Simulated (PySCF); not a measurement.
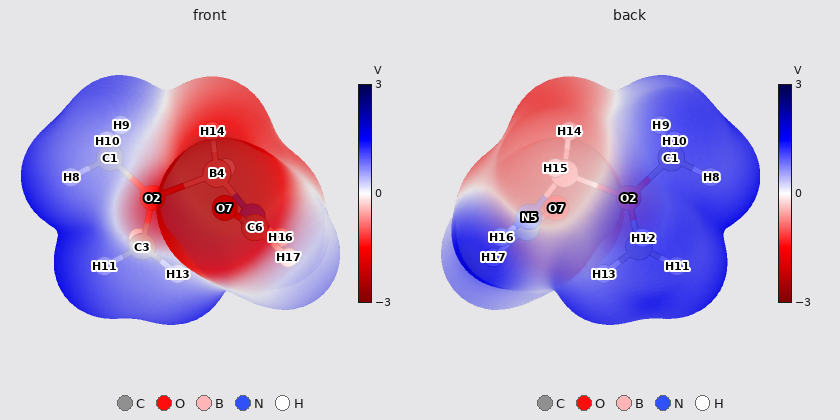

The picture shows: C$_{3}$H$_{10}$BNO$_{2}$ (SMILES C[O+](C)[BH2-]NC=O). The electrostatic potential painted on the density surface at 0.002 e/bohr³, seen from the front and from behind; red is negative and blue positive.

Geometry: PBE0-D3(BJ)/def2-SVP.

Theory: PySCF, PBE0/pcSseg-1, SCF density, gas phase, non-relativistic.

```yaml
atoms:
  - { symbol: C, position_ang: [-1.6398, 0.8100, 0.9466] }
  - { symbol: O, position_ang: [-0.6773, 0.0231, 0.2643] }
  - { symbol: C, position_ang: [-1.2087, -1.0736, -0.4570] }
  - { symbol: B, position_ang: [0.5594, 0.8624, -0.4820] }
  - { symbol: N, position_ang: [1.6765, -0.1125, -0.6327] }
  - { symbol: C, position_ang: [2.4676, -0.5425, 0.3876] }
  - { symbol: O, position_ang: [2.2843, -0.3200, 1.5616] }
  - { symbol: H, position_ang: [-2.2499, 0.1540, 1.5839] }
  - { symbol: H, position_ang: [-1.0838, 1.5256, 1.5614] }
  - { symbol: H, position_ang: [-2.2807, 1.3472, 0.2281] }
  - { symbol: H, position_ang: [-1.7471, -1.7368, 0.2355] }
  - { symbol: H, position_ang: [-1.8822, -0.7226, -1.2565] }
  - { symbol: H, position_ang: [-0.3532, -1.6030, -0.8912] }
  - { symbol: H, position_ang: [0.7436, 1.7545, 0.3201] }
  - { symbol: H, position_ang: [0.0842, 1.1956, -1.5589] }
  - { symbol: H, position_ang: [1.9741, -0.4048, -1.5549] }
  - { symbol: H, position_ang: [3.3357, -1.1592, 0.0357] }
```

Where is the surface potential most negative and most positive?

Answer. The most negative region (about −2.3 V, or −53 kcal/mol for a unit charge) lies over O7, the most positive (about +1.7 V, or +39 kcal/mol for a unit charge) over H16. O7 is the likeliest acceptor of a hydrogen bond.
